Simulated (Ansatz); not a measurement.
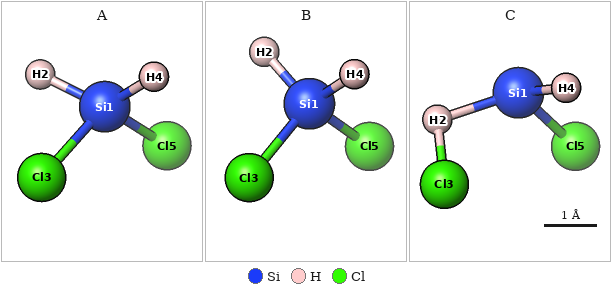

3 geometries from a converged minimum-energy path of SiH2Cl2, shuffled. The picture is a ball-and-stick view, seen from a free direction.

Level of theory: RKS PBE0-D4/def2-SVP in Ansatz. Set-up: 5 movable images; climbing image; force threshold 0.05 eV/Å; iteration limit 60; starting path through a guess of the saddle point.

Which frame is the top of the path?

C. In order along the path, whose images run from 0 to 6: B (image 0, 0.00 eV), A (image 1, +0.46 eV), C (image 3, +2.99 eV). Breaking: Si1–Cl3 (2.06 → 2.57 at the top → 2.76 Å), Si1–H2 (1.48 → 1.71 at the top → 3.18 Å). Forming: H2–Cl3 (2.89 → 1.50 at the top → 1.29 Å).
